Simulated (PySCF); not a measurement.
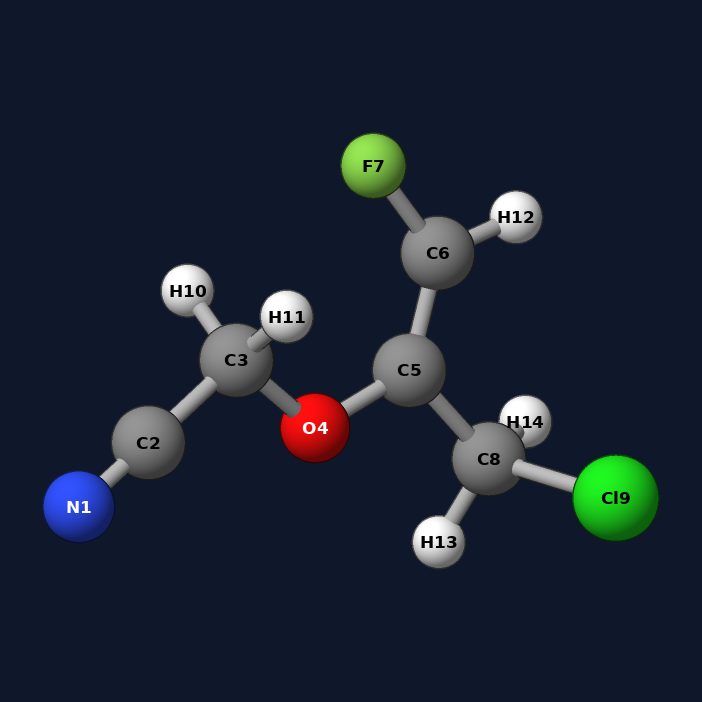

The geometry was computed by an optimisation with GFN2-xTB. No frequency run is at hand to confirm it as a minimum. Properties computed with GIAO PBE0/pcSseg-1 NMR shielding, non-relativistic, gas phase (PySCF 2.14.0). Principal shieldings σ11 ≤ σ22 ≤ σ33, span Ω = σ33 − σ11, skew κ = 3(σiso − σ22)/Ω.

Give the shielding tensors of the F atoms.

| atom | σ11 | σ22 | σ33 | σiso | Ω | κ |
| --- | --- | --- | --- | --- | --- | --- |
| F7 | 292.5 | 314.1 | 439.1 | 348.5 | 146.6 | 0.71 |

Shieldings and span in ppm.
